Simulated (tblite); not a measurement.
# Run report: C$_{7}$H$_{12}$GaN, geometry relaxation (part 2 of 2)

Continued. System: C$_{7}$H$_{12}$GaN, SMILES C[CH2][GaH2-][n+]1ccccc1. Method: GFN2-xTB geometry optimisation, gas phase (tblite 0.8.0). It belongs to a series of runs on one base structure; here: constitutional isomer.

Geometry of the input (Å):
```
C  -2.3015  0.5364  1.0360
C  -2.4013  -0.8955  0.5414
Ga -1.0880  -1.2419  -0.9355
N  0.5466  -0.3120  -0.5766
C  1.4785  -0.9146  0.2384
C  2.6615  -0.2451  0.5392
C  2.8829  1.0406  0.0311
C  1.9189  1.6405  -0.7665
C  0.7429  0.9344  -1.0601
H  -3.0588  0.7040  1.8480
H  -2.5281  1.2370  0.1998
H  -1.2999  0.7446  1.4409
H  -2.1713  -1.5905  1.3985
H  -3.4179  -1.1097  0.1787
H  -1.7213  -0.6882  -2.3201
H  -0.8185  -2.8180  -1.0425
H  1.3103  -1.9015  0.6345
H  3.4084  -0.7203  1.1725
H  3.7959  1.5706  0.2748
H  2.0729  2.6338  -1.1578
H  -0.0213  1.4124  -1.6753
```

## Trajectory as extended XYZ, continued
```
21
Properties=species:S:1:pos:R:3:forces:R:3 step=48 energy=-685.77928
C    -2.2983    0.5836    1.0110    0.0030  -0.0130  -0.0130
C    -2.3270   -0.9024    0.6204    0.0090  -0.0160  -0.0070
Ga   -1.2057   -1.3212   -1.0200   -0.0230   0.0350   0.0380
N     0.5323   -0.3343   -0.6000    0.0020   0.0040   0.0000
C     1.4365   -0.9038    0.1868    0.0020  -0.0020  -0.0200
C     2.6055   -0.2627    0.5514    0.0000  -0.0100  -0.0040
C     2.8354    1.0207    0.0760   -0.0020  -0.0050   0.0060
C     1.8741    1.6185   -0.7252   -0.0010   0.0000   0.0000
C     0.7332    0.9020   -1.0371    0.0140  -0.0070  -0.0180
H    -3.0299    0.8063    1.7902    0.0230  -0.0080  -0.0130
H    -2.5222    1.2138    0.1477   -0.0140  -0.0050   0.0030
H    -1.3107    0.8643    1.3852   -0.0110   0.0190  -0.0100
H    -2.0051   -1.5017    1.4858   -0.0190  -0.0060  -0.0140
H    -3.3712   -1.1947    0.4384    0.0050   0.0120   0.0200
H    -1.5358   -0.6178   -2.3631   -0.0090   0.0080   0.0120
H    -0.6388   -2.7519   -1.2033    0.0120  -0.0160   0.0060
H     1.1950   -1.9086    0.5161    0.0020  -0.0040  -0.0040
H     3.3221   -0.7594    1.1860    0.0090   0.0050   0.0020
H     3.7472    1.5430    0.3234   -0.0080   0.0060   0.0170
H     2.0090    2.6180   -1.1070    0.0050   0.0070   0.0030
H    -0.0547    1.3054   -1.6631    0.0010  -0.0040  -0.0020
21
Properties=species:S:1:pos:R:3:forces:R:3 step=52 energy=-685.78078
C    -2.2934    0.5873    0.9915    0.0200   0.0070  -0.0140
C    -2.3079   -0.9073    0.6341   -0.0240   0.0280   0.0260
Ga   -1.2157   -1.3192   -1.0189    0.0620  -0.0480  -0.0400
N     0.5308   -0.3370   -0.6115    0.0010  -0.0040  -0.0090
C     1.4307   -0.9112    0.1768    0.0100  -0.0110   0.0030
C     2.5949   -0.2700    0.5561    0.0140   0.0020  -0.0190
C     2.8231    1.0176    0.0921    0.0070   0.0130   0.0070
C     1.8676    1.6201   -0.7125    0.0240  -0.0040  -0.0140
C     0.7326    0.9019   -1.0412    0.0050   0.0000  -0.0040
H    -3.0142    0.8186    1.7779    0.0260  -0.0010  -0.0130
H    -2.5343    1.1990    0.1195   -0.0460  -0.0210  -0.0100
H    -1.3020    0.8884    1.3394   -0.0120   0.0110   0.0220
H    -1.9580   -1.4799    1.5054   -0.0080  -0.0300   0.0000
H    -3.3500   -1.2214    0.4816   -0.0100   0.0190   0.0190
H    -1.5611   -0.6014   -2.3519   -0.0090  -0.0030   0.0200
H    -0.6448   -2.7538   -1.2192   -0.0180   0.0490   0.0080
H     1.1900   -1.9195    0.4972   -0.0060   0.0070  -0.0110
H     3.3136   -0.7650    1.1903   -0.0200  -0.0140   0.0000
H     3.7312    1.5404    0.3509   -0.0010   0.0150   0.0210
H     2.0085    2.6224   -1.0855   -0.0170  -0.0060   0.0020
H    -0.0505    1.3069   -1.6727    0.0030  -0.0080   0.0060
21
Properties=species:S:1:pos:R:3:forces:R:3 step=56 energy=-685.78321
C    -2.2854    0.5923    0.9625   -0.0190   0.0100   0.0280
C    -2.2877   -0.9130    0.6580    0.0400  -0.0150  -0.0300
Ga   -1.2202   -1.3238   -1.0173   -0.0130   0.0360   0.0130
N     0.5337   -0.3414   -0.6322    0.0130  -0.0140  -0.0110
C     1.4283   -0.9216    0.1585    0.0040   0.0090  -0.0090
C     2.5854   -0.2798    0.5577   -0.0020   0.0070   0.0050
C     2.8099    1.0165    0.1163    0.0190  -0.0010  -0.0110
C     1.8653    1.6215   -0.6985   -0.0060  -0.0090   0.0010
C     0.7382    0.9010   -1.0509   -0.0010  -0.0090   0.0100
H    -2.9847    0.8361    1.7620   -0.0300   0.0260   0.0330
H    -2.5676    1.1697    0.0793   -0.0210  -0.0310  -0.0140
H    -1.2929    0.9256    1.2740    0.0210   0.0000  -0.0040
H    -1.9066   -1.4569    1.5345    0.0200   0.0010   0.0080
H    -3.3280   -1.2484    0.5481   -0.0110   0.0310  -0.0240
H    -1.5997   -0.5827   -2.3261   -0.0040  -0.0060   0.0010
H    -0.6564   -2.7484   -1.2433    0.0180  -0.0250  -0.0060
H     1.1861   -1.9340    0.4642    0.0010   0.0000   0.0020
H     3.2980   -0.7758    1.1977   -0.0170  -0.0260  -0.0050
H     3.7091    1.5425    0.3980    0.0040   0.0180   0.0210
H     2.0047    2.6305   -1.0532   -0.0170  -0.0060  -0.0160
H    -0.0383    1.3069   -1.6896    0.0010   0.0030   0.0080
21
Properties=species:S:1:pos:R:3:forces:R:3 step=60 energy=-685.78420
C    -2.2870    0.5929    0.9622   -0.0010  -0.0030   0.0020
C    -2.2857   -0.9144    0.6601   -0.0150   0.0210   0.0360
Ga   -1.2193   -1.3215   -1.0147   -0.0070  -0.0100   0.0020
N     0.5374   -0.3437   -0.6378   -0.0020   0.0020  -0.0030
C     1.4312   -0.9228    0.1538    0.0040  -0.0070  -0.0060
C     2.5863   -0.2798    0.5569    0.0010  -0.0060   0.0010
C     2.8118    1.0179    0.1191   -0.0080  -0.0050   0.0040
C     1.8670    1.6208   -0.6977    0.0010   0.0030   0.0030
C     0.7413    0.8996   -1.0532    0.0070  -0.0010  -0.0080
H    -2.9821    0.8409    1.7662    0.0080   0.0000  -0.0030
H    -2.5799    1.1598    0.0747    0.0010  -0.0130   0.0240
H    -1.2907    0.9288    1.2629   -0.0250   0.0100  -0.0130
H    -1.9055   -1.4563    1.5393    0.0010   0.0070  -0.0160
H    -3.3289   -1.2446    0.5496    0.0350   0.0080  -0.0190
H    -1.6084   -0.5792   -2.3188    0.0010  -0.0040  -0.0100
H    -0.6553   -2.7489   -1.2422    0.0060   0.0040  -0.0050
H     1.1881   -1.9357    0.4576    0.0130   0.0030   0.0050
H     3.2953   -0.7808    1.1966    0.0000  -0.0090   0.0060
H     3.7065    1.5477    0.4102   -0.0120  -0.0020  -0.0010
H     2.0029    2.6303   -1.0522   -0.0080  -0.0030  -0.0090
H    -0.0339    1.3060   -1.6932    0.0000   0.0050   0.0090
21
Properties=species:S:1:pos:R:3:forces:R:3 step=65 energy=-685.78481
C    -2.2837    0.5979    0.9499   -0.0020   0.0050   0.0000
C    -2.2660   -0.9132    0.6747    0.0070   0.0010  -0.0050
Ga   -1.2239   -1.3232   -1.0160    0.0040   0.0150  -0.0060
N     0.5374   -0.3480   -0.6495   -0.0040  -0.0040   0.0020
C     1.4281   -0.9297    0.1440   -0.0010  -0.0010  -0.0040
C     2.5786   -0.2867    0.5594   -0.0040  -0.0010   0.0030
C     2.8024    1.0150    0.1325    0.0000  -0.0020  -0.0010
C     1.8627    1.6199   -0.6886   -0.0060  -0.0020   0.0010
C     0.7416    0.8981   -1.0564   -0.0030  -0.0060   0.0010
H    -2.9697    0.8551    1.7583    0.0000  -0.0110   0.0050
H    -2.5969    1.1398    0.0546   -0.0120   0.0150   0.0060
H    -1.2887    0.9548    1.2268   -0.0010   0.0100   0.0000
H    -1.8631   -1.4385    1.5531   -0.0060   0.0080   0.0010
H    -3.3049   -1.2586    0.5818    0.0080  -0.0040  -0.0020
H    -1.6275   -0.5714   -2.3120    0.0010  -0.0100   0.0020
H    -0.6591   -2.7465   -1.2606    0.0030  -0.0090  -0.0010
H     1.1864   -1.9439    0.4438    0.0020  -0.0050  -0.0070
H     3.2820   -0.7921    1.2020    0.0060   0.0070   0.0010
H     3.6912    1.5474    0.4354    0.0020  -0.0010   0.0020
H     1.9955    2.6317   -1.0379    0.0070   0.0000   0.0020
H    -0.0313    1.3093   -1.6957   -0.0030  -0.0040   0.0000
21
Properties=species:S:1:pos:R:3:forces:R:3 step=69 energy=-685.78521
C    -2.2850    0.6017    0.9490    0.0010   0.0090  -0.0070
C    -2.2567   -0.9098    0.6751   -0.0150   0.0140   0.0090
Ga   -1.2209   -1.3219   -1.0181    0.0020  -0.0070  -0.0020
N     0.5372   -0.3513   -0.6520    0.0070   0.0040  -0.0030
C     1.4281   -0.9336    0.1410    0.0060  -0.0010   0.0000
C     2.5764   -0.2889    0.5601   -0.0010   0.0000   0.0090
C     2.7991    1.0141    0.1367    0.0020  -0.0100  -0.0140
C     1.8604    1.6176   -0.6868    0.0040   0.0100   0.0070
C     0.7398    0.8959   -1.0567    0.0100   0.0050   0.0040
H    -2.9680    0.8542    1.7617    0.0080  -0.0160   0.0020
H    -2.6084    1.1416    0.0564   -0.0160   0.0070  -0.0030
H    -1.2909    0.9683    1.2180   -0.0050   0.0010   0.0070
H    -1.8558   -1.4303    1.5565    0.0270  -0.0010   0.0040
H    -3.2929   -1.2626    0.5837   -0.0190   0.0030  -0.0120
H    -1.6317   -0.5745   -2.3132    0.0030  -0.0040   0.0010
H    -0.6584   -2.7463   -1.2647   -0.0040  -0.0010   0.0040
H     1.1885   -1.9497    0.4378    0.0020   0.0090  -0.0120
H     3.2804   -0.7926    1.2034    0.0010  -0.0030   0.0020
H     3.6876    1.5468    0.4423   -0.0180  -0.0060  -0.0050
H     1.9956    2.6293   -1.0354   -0.0040   0.0040   0.0000
H    -0.0335    1.3089   -1.6953    0.0100  -0.0170   0.0080
21
Properties=species:S:1:pos:R:3:forces:R:3 step=73 energy=-685.78562
C    -2.2886    0.6062    0.9485   -0.0080  -0.0050   0.0030
C    -2.2533   -0.9054    0.6773    0.0010  -0.0100  -0.0120
Ga   -1.2177   -1.3222   -1.0168   -0.0110  -0.0050   0.0080
N     0.5418   -0.3543   -0.6571    0.0060  -0.0030  -0.0010
C     1.4321   -0.9372    0.1358    0.0000  -0.0010   0.0010
C     2.5766   -0.2907    0.5612    0.0070  -0.0040  -0.0060
C     2.7978    1.0128    0.1393   -0.0020   0.0070   0.0120
C     1.8609    1.6173   -0.6849    0.0000   0.0000  -0.0050
C     0.7428    0.8940   -1.0582   -0.0020  -0.0010  -0.0030
H    -2.9635    0.8505    1.7699   -0.0020   0.0040   0.0070
H    -2.6288    1.1425    0.0599   -0.0040   0.0050   0.0030
H    -1.2950    0.9811    1.2070   -0.0020   0.0010  -0.0020
H    -1.8522   -1.4232    1.5612    0.0110   0.0080  -0.0170
H    -3.2887   -1.2614    0.5809   -0.0030   0.0030   0.0070
H    -1.6368   -0.5788   -2.3107    0.0070   0.0020  -0.0060
H    -0.6571   -2.7466   -1.2662   -0.0040  -0.0030   0.0100
H     1.1940   -1.9547    0.4264    0.0000  -0.0120   0.0030
H     3.2803   -0.7941    1.2050    0.0010  -0.0030   0.0050
H     3.6814    1.5479    0.4516    0.0140   0.0040  -0.0030
H     1.9955    2.6289   -1.0334   -0.0020   0.0090   0.0050
H    -0.0305    1.3043   -1.6971   -0.0050   0.0050  -0.0070
21
Properties=species:S:1:pos:R:3:forces:R:3 step=78 energy=-685.78598
C    -2.2932    0.6099    0.9495    0.0020   0.0080   0.0010
C    -2.2505   -0.9010    0.6730   -0.0060   0.0190   0.0030
Ga   -1.2182   -1.3233   -1.0192    0.0160   0.0030  -0.0040
N     0.5442   -0.3575   -0.6589   -0.0030   0.0000  -0.0060
C     1.4345   -0.9410    0.1341    0.0030   0.0040  -0.0030
C     2.5779   -0.2928    0.5613   -0.0070   0.0080   0.0040
C     2.7963    1.0127    0.1422    0.0100  -0.0090  -0.0170
C     1.8600    1.6167   -0.6841    0.0010  -0.0040   0.0120
C     0.7427    0.8920   -1.0585    0.0040   0.0000   0.0050
H    -2.9633    0.8463    1.7775   -0.0040   0.0000  -0.0030
H    -2.6428    1.1491    0.0661   -0.0030  -0.0060   0.0090
H    -1.3005    0.9909    1.2038   -0.0060  -0.0080  -0.0110
H    -1.8406   -1.4155    1.5544   -0.0020  -0.0100  -0.0050
H    -3.2846   -1.2612    0.5807   -0.0020  -0.0060   0.0180
H    -1.6333   -0.5833   -2.3153    0.0050   0.0030  -0.0150
H    -0.6583   -2.7491   -1.2617   -0.0090  -0.0020   0.0090
H     1.1969   -1.9604    0.4218    0.0100   0.0190  -0.0020
H     3.2807   -0.7950    1.2078   -0.0050   0.0050  -0.0110
H     3.6818    1.5476    0.4522   -0.0130  -0.0040   0.0010
H     1.9940    2.6299   -1.0305   -0.0060  -0.0150   0.0090
H    -0.0327    1.3019   -1.6965    0.0150  -0.0040   0.0050
21
Properties=species:S:1:pos:R:3:forces:R:3 step=82 energy=-685.78659
C    -2.3004    0.6212    0.9396   -0.0010  -0.0030  -0.0060
C    -2.2338   -0.8909    0.6775    0.0100  -0.0210   0.0050
Ga   -1.2191   -1.3233   -1.0262   -0.0100   0.0060   0.0210
N     0.5499   -0.3671   -0.6747    0.0090   0.0010  -0.0060
C     1.4381   -0.9515    0.1198   -0.0080   0.0110   0.0090
C     2.5729   -0.2999    0.5639    0.0020  -0.0060  -0.0090
C     2.7894    1.0090    0.1557   -0.0020  -0.0050   0.0030
C     1.8553    1.6144   -0.6713   -0.0020  -0.0040  -0.0050
C     0.7456    0.8868   -1.0618   -0.0030   0.0040   0.0120
H    -2.9510    0.8520    1.7848    0.0030   0.0020  -0.0050
H    -2.6875    1.1424    0.0614   -0.0050  -0.0010   0.0060
H    -1.3087    1.0255    1.1591   -0.0060  -0.0050  -0.0050
H    -1.7884   -1.3883    1.5523   -0.0090   0.0020   0.0020
H    -3.2619   -1.2757    0.6195    0.0150   0.0060   0.0000
H    -1.6427   -0.5825   -2.3184    0.0130   0.0000  -0.0260
H    -0.6693   -2.7549   -1.2629   -0.0140   0.0100   0.0060
H     1.2053   -1.9740    0.3979    0.0010  -0.0010   0.0030
H     3.2706   -0.8038    1.2140    0.0090   0.0000  -0.0070
H     3.6684    1.5469    0.4773   -0.0020  -0.0020   0.0070
H     1.9848    2.6314   -1.0062   -0.0010   0.0020  -0.0030
H    -0.0262    1.2990   -1.7019    0.0000   0.0010  -0.0020
21
Properties=species:S:1:pos:R:3:forces:R:3 step=86 energy=-685.78687
C    -2.3027    0.6230    0.9384    0.0070   0.0070  -0.0010
C    -2.2300   -0.8894    0.6772   -0.0060   0.0130   0.0070
Ga   -1.2205   -1.3214   -1.0273    0.0040   0.0050  -0.0160
N     0.5507   -0.3690   -0.6769   -0.0070   0.0060   0.0120
C     1.4376   -0.9529    0.1194    0.0110  -0.0070  -0.0040
C     2.5727   -0.3018    0.5635    0.0000   0.0040   0.0020
C     2.7881    1.0078    0.1575    0.0020   0.0030  -0.0030
C     1.8539    1.6136   -0.6694    0.0010   0.0060   0.0040
C     0.7445    0.8861   -1.0606    0.0060   0.0000  -0.0070
H    -2.9499    0.8518    1.7867    0.0040  -0.0030  -0.0010
H    -2.6967    1.1445    0.0633    0.0020  -0.0180   0.0060
H    -1.3113    1.0309    1.1533   -0.0110  -0.0030  -0.0070
H    -1.7789   -1.3834    1.5507   -0.0010  -0.0010   0.0080
H    -3.2561   -1.2784    0.6248   -0.0040  -0.0020  -0.0020
H    -1.6378   -0.5839   -2.3260    0.0130  -0.0080  -0.0010
H    -0.6736   -2.7546   -1.2595   -0.0130   0.0050   0.0040
H     1.2070   -1.9766    0.3955   -0.0060   0.0050   0.0010
H     3.2712   -0.8049    1.2134    0.0040  -0.0040  -0.0080
H     3.6667    1.5458    0.4803   -0.0050  -0.0020   0.0030
H     1.9827    2.6313   -1.0028   -0.0010  -0.0010   0.0000
H    -0.0264    1.2983   -1.7020    0.0000  -0.0010   0.0030
21
Properties=species:S:1:pos:R:3:forces:R:3 step=91 energy=-685.78720
C    -2.3097    0.6266    0.9393   -0.0040  -0.0020   0.0000
C    -2.2286   -0.8843    0.6774   -0.0020  -0.0060  -0.0030
Ga   -1.2210   -1.3175   -1.0299    0.0000  -0.0010   0.0080
N     0.5551   -0.3717   -0.6802    0.0000  -0.0010  -0.0010
C     1.4433   -0.9568    0.1140   -0.0070   0.0040   0.0030
C     2.5760   -0.3040    0.5617    0.0010  -0.0030  -0.0050
C     2.7883    1.0078    0.1609   -0.0030   0.0000   0.0040
C     1.8544    1.6138   -0.6661    0.0000  -0.0020  -0.0020
C     0.7483    0.8840   -1.0625   -0.0040   0.0010   0.0070
H    -2.9456    0.8495    1.7975    0.0050   0.0040   0.0060
H    -2.7228    1.1424    0.0706   -0.0020   0.0010  -0.0080
H    -1.3188    1.0426    1.1370    0.0040   0.0100   0.0020
H    -1.7708   -1.3763    1.5493   -0.0020   0.0030  -0.0070
H    -3.2529   -1.2791    0.6296    0.0010  -0.0060  -0.0030
H    -1.6278   -0.5902   -2.3372    0.0070   0.0010   0.0050
H    -0.6859   -2.7559   -1.2486    0.0000  -0.0090  -0.0030
H     1.2130   -1.9809    0.3879   -0.0020   0.0000   0.0030
H     3.2754   -0.8082    1.2098    0.0040  -0.0020  -0.0070
H     3.6639    1.5468    0.4898    0.0000   0.0040  -0.0010
H     1.9797    2.6329   -0.9962    0.0050   0.0010   0.0010
H    -0.0223    1.2956   -1.7045   -0.0010   0.0020   0.0020
21
Properties=species:S:1:pos:R:3:forces:R:3 step=95 energy=-685.78729
C    -2.3111    0.6273    0.9402    0.0010   0.0010  -0.0040
C    -2.2293   -0.8833    0.6757    0.0010   0.0030   0.0010
Ga   -1.2205   -1.3172   -1.0297    0.0030  -0.0060  -0.0040
N     0.5544   -0.3716   -0.6787   -0.0010   0.0020   0.0020
C     1.4430   -0.9568    0.1147    0.0020  -0.0010   0.0020
C     2.5768   -0.3045    0.5604    0.0010   0.0010   0.0030
C     2.7881    1.0078    0.1609    0.0050  -0.0020  -0.0060
C     1.8542    1.6137   -0.6660   -0.0010   0.0020   0.0040
C     0.7476    0.8840   -1.0611   -0.0020   0.0030   0.0000
H    -2.9449    0.8489    1.8005   -0.0010   0.0010  -0.0050
H    -2.7254    1.1430    0.0717   -0.0040   0.0040   0.0050
H    -1.3203    1.0452    1.1375   -0.0050  -0.0040  -0.0070
H    -1.7706   -1.3754    1.5466    0.0010  -0.0060   0.0040
H    -3.2527   -1.2805    0.6272    0.0000   0.0040   0.0000
H    -1.6216   -0.5916   -2.3397    0.0030   0.0020   0.0060
H    -0.6884   -2.7576   -1.2461    0.0000  -0.0030  -0.0010
H     1.2126   -1.9808    0.3892    0.0000   0.0010   0.0010
H     3.2779   -0.8088    1.2065    0.0020  -0.0040  -0.0030
H     3.6638    1.5472    0.4889   -0.0010   0.0000   0.0000
H     1.9805    2.6327   -0.9962   -0.0010  -0.0010   0.0000
H    -0.0232    1.2956   -1.7030   -0.0030   0.0030   0.0000
```

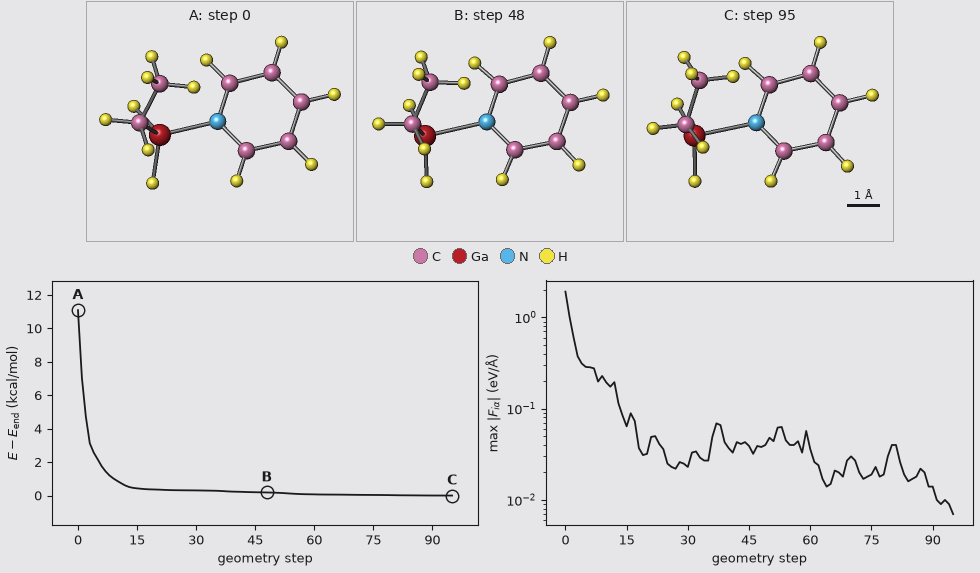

Figure 1. Frames of the relaxation (ball-and-stick view, seen at a tilt) above the curves, on which the letters mark them (steps are counted from 0).

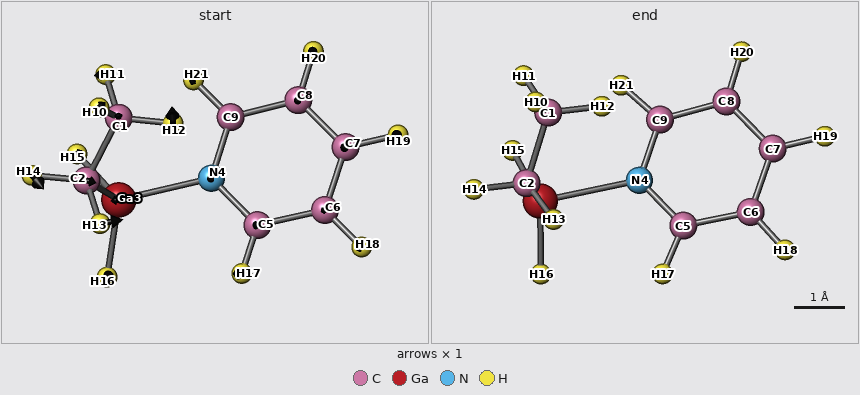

Figure 2. Before (left) and after (right) the relaxation, at one scale (ball-and-stick view, seen at a tilt). The black arrows give the displacements, at true length. After 95 geometry steps the energy has fallen by 11.1 kcal/mol. The largest force component goes from 1.9 to 0.007 eV/Å. H14 moves most after the best rigid fit: 0.51 Å. By element the largest moves are H 0.51 Å, C 0.22 Å, Ga 0.18 Å, N 0.12 Å. Among the contacts that change: Ga3–N4 1.915 → 2.041 Å, Ga3–H15 1.620 → 1.550 Å, Ga3–H16 1.603 → 1.551 Å, N4–C5 1.377 → 1.327 Å. Among the angles that change: N4–Ga3–H16 110.3° → 99.0°, C2–Ga3–H15 108.3° → 118.8°, N4–Ga3–H15 109.1° → 98.8°. (Atoms are counted from 1 in the order of the input.)
